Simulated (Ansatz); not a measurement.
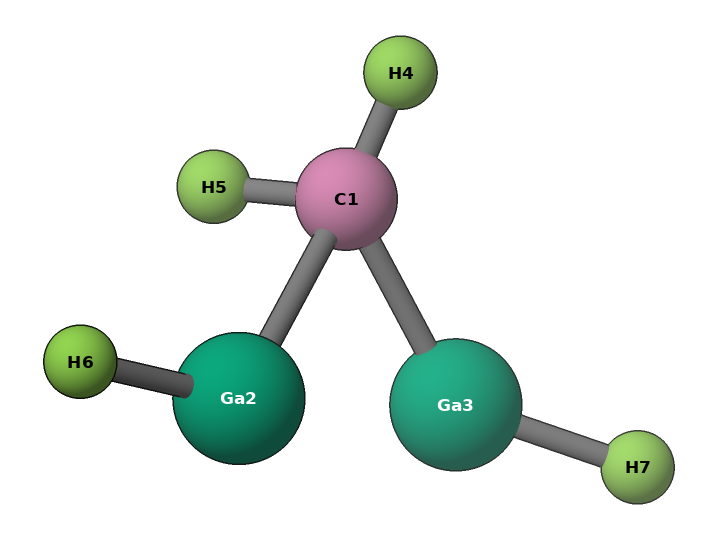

The atoms are numbered. The geometry was computed by an optimisation with PBE-D4/def2-SVP. No frequency run is at hand to confirm it as a minimum.

Which atoms are bonded, and how long are the bonds?

| bond | length (Å) |
| --- | --- |
| C1–Ga2 | 2.156 |
| C1–Ga3 | 1.940 |
| C1–H4 | 1.109 |
| C1–H5 | 1.124 |
| Ga2–H6 | 1.596 |
| Ga3–H7 | 1.571 |
